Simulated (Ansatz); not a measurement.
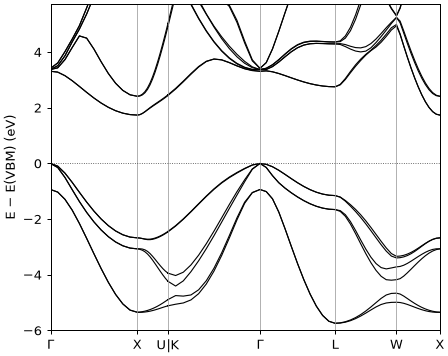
Fig. 1. Band structure from DFT-PBE with spin–orbit coupling in the program Ansatz with PAW potentials

Q: Read off the gap and where the band edges lie.

A: About 1.7 eV (1.74 eV by a search for the band edges); maximum at Γ, minimum at X.

The material is BeTe (zinc blende, F-43m).

The cell was relaxed with PBE under the symmetry of its start.

Potentials: the earlier of the program's two PAW sets.
